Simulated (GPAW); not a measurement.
**SiPH4Cl (SMILES P[SiH2]Cl): a first try and a second**

Aim: the charge distribution of SiPH4Cl at RPBE/dzp (scalar-relativistic datasets).

The calculation is run with GPAW 26.7.0.

3 further runs of the same task are left out: 3 set aside as unsound or not needed.

**1. Starting point**

SiPH4Cl: 7 atoms, total charge 0, spin state singlet. As SMILES, `P[SiH2]Cl`. The coordinates come from a GFN2-xTB relaxation. This is one conformer, not always the lowest.

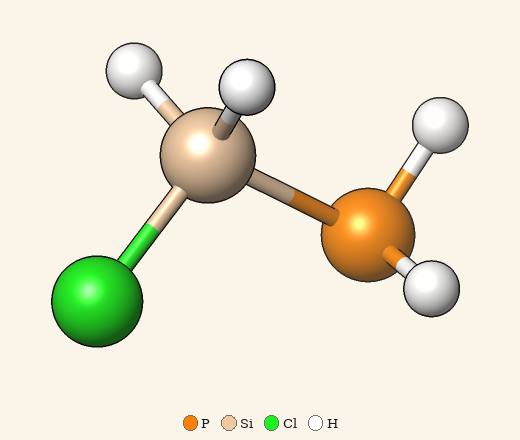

The structure, seen from a chosen angle (phosphorus orange, silicon light orange, chlorine green, hydrogen white).

**2. The input as first written**

clh4psi.xyz reads:

```xyz
7

P     -1.466450     0.185820    -0.273770
Si     0.641730    -0.020150     0.460460
Cl     0.814160    -1.827570     1.332570
H     -1.326080    -0.701540    -1.328290
H     -1.199890     1.281280    -1.075440
H      0.870030     1.016050     1.465050
H      1.666490     0.066100    -0.580570
```

clh4psi.py reads:

```python
import numpy as np
from ase.io import read
from ase.units import Debye
from gpaw import GPAW

# Structure
atoms = read('clh4psi.xyz')
atoms.center(vacuum=4.5)
atoms.set_initial_magnetic_moments([1 / len(atoms)] * len(atoms))

# Calculator
calc = GPAW(mode='lcao',
            basis='dzp',
            h=0.2,
            xc='RPBE',
            occupations={'name': 'fermi-dirac', 'width': 0.0, 'fixmagmom': True},
            maxiter=80,
            txt='-')
atoms.calc = calc

energy = atoms.get_potential_energy()
print(f'Energy                  {energy:.5f} eV')
forces = atoms.get_forces()
print('Forces (eV/Ang)')
for symbol, f in zip(atoms.symbols, forces):
    print(f'{symbol:2} {f[0]:9.4f} {f[1]:9.4f} {f[2]:9.4f}')
dipole = atoms.get_dipole_moment() / Debye
print(f'Dipole = {np.linalg.norm(dipole):.3f} D')
```

On the command line:

```sh
python clh4psi.py > clh4psi.log
```

What it wrote:

```text
[...]
Number of symmetries: 1
[...]
  Number of IBZ points: 1
[...]
basis functions: 59
Spin-components: 2 (collinear spins)
Bands:           16
[...]
  Valence electrons: 20.0
[...]
  Grid points: [60 60 60]
  Charge: 0.0  # |e|
[...]
    cutoffs:
[...]
occupation numbers:
  Fixed magnetic moment: 1.000
[...]
xc functional:
  name: RPBE with 2 nearest neighbor stencil
[...]
|iter     |     time |      energy | eigst |  dens |  magmom |
[...]
|iter:   1| 00:00:05 |  -23.310202 |      c|       |  +0.9987|
[...]
|iter:  12| 00:00:16 |  -22.586646c|      c| -4.21c|  +1.0000|
Converged in 12 steps
[...]
Energy contributions relative to reference atoms: (reference = -29805.834781)
Energy contributions:
  Kinetic:          41.961489
  Coulomb:         -38.964493
  Zero:              0.003601
  External:          0.000000
  Xc:              -25.587243
  Entropy:           0.000000
  Spinorbit:         0.000000
  ----------------------------
  Free energy:     -22.586646
  Extrapolated:    -22.586646
dipole moment: (-0.198017, 0.108211, -0.228925)  # |e|*Ang
Total magnetic moment: (0.000000, 0.000000, 0.999997)
Local magnetic moments
|        x |        y |         z |
|----------|----------|-----------|
| 0.000000 | 0.000000 |  0.177077 |  # P    0
| 0.000000 | 0.000000 |  0.097163 |  # Si   1
| 0.000000 | 0.000000 |  0.036173 |  # Cl   2
| 0.000000 | 0.000000 |  0.005158 |  # H    3
| 0.000000 | 0.000000 |  0.023506 |  # H    4
| 0.000000 | 0.000000 | -0.001865 |  # H    5
| 0.000000 | 0.000000 |  0.013173 |  # H    6
Fermi levels: -0.732, -6.445
Eigenvalues  # (at kpt = [0.000, 0.000, 0.000])
| band index |      eig [eV] | occ [0-1] |      eig [eV] | occ [0-1] |
|------------|---------------|-----------|---------------|-----------|
|          0 |       -20.608 |     1.000 |       -20.526 |     1.000 |
|        ... |               |           |               |           |
|          2 |       -12.972 |     1.000 |       -12.756 |     1.000 |
|          3 |       -10.213 |     1.000 |       -10.004 |     1.000 |
|          4 |        -9.533 |     1.000 |        -9.358 |     1.000 |
|          5 |        -9.218 |     1.000 |        -9.067 |     1.000 |
|          6 |        -8.813 |     1.000 |        -8.657 |     1.000 |
|          7 |        -7.687 |     1.000 |        -7.418 |     1.000 |
|          8 |        -7.235 |     1.000 |        -7.152 |     1.000 |
|          9 |        -7.053 |     1.000 |        -6.445 |     0.500 |
|         10 |        -0.732 |     0.500 |        -0.247 |     0.000 |
|         11 |        -0.419 |     0.000 |         0.019 |     0.000 |
[...]
Gap: 5.713 eV
Transition (v -> c):
[...]
Forces (eV/Ang)
P    -0.4062   -0.5937    1.6729
Si    0.0183    1.6324    0.1782
Cl    0.1052   -2.0036    0.8153
H    -0.3725   -0.9720   -1.2425
H    -0.0494    1.4917   -1.2687
H     0.1814    0.5082    0.6613
H     0.4967   -0.0424   -0.7815
Dipole = 1.544 D
```

It took 17 s on 1 thread of Arm Neoverse V1, shared host; peak memory 0.8 GiB.

**3. Reading the log**

The program ended normally, but the settings are unsound, so its numbers aren't properties of the molecule.

What is wrong: the spin state typed doesn't suit the molecule. Among its listed settings the sound run differs in this, and the input shows the rest: reference RKS in place of UKS; multiplicity 1 in place of 2.

**4. Second attempt**

gs.xyz reads:

```xyz
7

P     -1.466450     0.185820    -0.273770
Si     0.641730    -0.020150     0.460460
Cl     0.814160    -1.827570     1.332570
H     -1.326080    -0.701540    -1.328290
H     -1.199890     1.281280    -1.075440
H      0.870030     1.016050     1.465050
H      1.666490     0.066100    -0.580570
```

gs.py reads:

```python
import numpy as np
from ase.io import read
from ase.units import Debye
from gpaw import GPAW

mol = read('gs.xyz')
mol.center(vacuum=4.5)

calculator = GPAW(mode='lcao', basis='dzp', h=0.2, xc='RPBE', maxiter=100, txt='-')
mol.calc = calculator

energy = mol.get_potential_energy()
print(f'Energy = {energy:.5f} eV')
forces = mol.get_forces()
print('Forces (eV/Ang)')
for symbol, f in zip(mol.symbols, forces):
    print(f'{symbol:2} {f[0]:9.4f} {f[1]:9.4f} {f[2]:9.4f}')
dipole = mol.get_dipole_moment() / Debye
print(f'Dipole                  {np.linalg.norm(dipole):.3f} D')
homo, lumo = calculator.get_homo_lumo()
print(f'HOMO: {homo:.3f} eV')
print(f'LUMO: {lumo:.3f} eV')
print(f'Gap                     {lumo - homo:.3f} eV')
```

On the command line:

```sh
python3 gs.py
```

What it wrote:

```text
[...]
Number of symmetries: 1
[...]
  Number of IBZ points: 1
[...]
basis functions: 59
Spin-components: 1 (collinear spins)
Bands:           16
[...]
  Valence electrons: 20.0
[...]
  Grid points: [60 60 60]
  Charge: 0.0  # |e|
[...]
    cutoffs:
[...]
occupation numbers:
  # Zero width
[...]
xc functional:
  name: RPBE with 2 nearest neighbor stencil
[...]
|iter     |     time |      energy | eigst |  dens |
[...]
|iter:   1| 00:00:04 |  -26.322543 |      c|       |
[...]
|iter:   9| 00:00:09 |  -25.503218c|      c| -4.51c|
Converged in 9 steps
[...]
Energy contributions relative to reference atoms: (reference = -29805.834781)
Energy contributions:
  Kinetic:          41.551914
  Coulomb:         -40.953504
  Zero:              0.016406
  External:          0.000000
  Xc:              -26.118034
  Entropy:           0.000000
  Spinorbit:         0.000000
  ----------------------------
  Free energy:     -25.503218
  Extrapolated:    -25.503218
dipole moment: (0.032982, 0.150401, -0.175565)  # |e|*Ang
Fermi level: -3.392
Eigenvalues  # (at kpt = [0.000, 0.000, 0.000])
| band index |      eig [eV] | occ [0-2] |
|------------|---------------|-----------|
|          0 |       -20.656 |     2.000 |
|        ... |               |           |
|          2 |       -12.957 |     2.000 |
|          3 |        -9.975 |     2.000 |
|          4 |        -9.453 |     2.000 |
|          5 |        -9.198 |     2.000 |
|          6 |        -8.731 |     2.000 |
|          7 |        -7.447 |     2.000 |
|          8 |        -7.281 |     2.000 |
|          9 |        -6.335 |     2.000 |
|         10 |        -0.449 |     0.000 |
|         11 |        -0.031 |     0.000 |
[...]
Gap: 5.886 eV
Transition (v -> c):
[...]
Forces (eV/Ang)
P    -1.0566   -0.1803    1.6866
Si   -0.3756    0.6424   -0.6249
Cl    0.1327   -1.5061    0.7648
H     0.2252   -0.9027   -0.9937
H     0.3281    1.1777   -0.7735
H     0.1379    0.6687    0.5606
H     0.5731    0.1205   -0.5901
Dipole                  1.122 D
HOMO: -6.335 eV
LUMO: -0.449 eV
Gap                     5.886 eV
```

Run time: 9.1 s. Hardware: 1 thread of Arm Neoverse V1, shared host; peak memory 0.54 GiB.

**5. Outcome**

Level: RPBE/dzp (scalar-relativistic datasets).

```
                                              quantity        value
energy as printed (from the program's reference atoms)  -25.5032 eV
                                         dipole moment       1.12 D
                                           HOMO energy     -6.34 eV
                                           LUMO energy     -0.45 eV
                                         HOMO–LUMO gap      5.89 eV
```
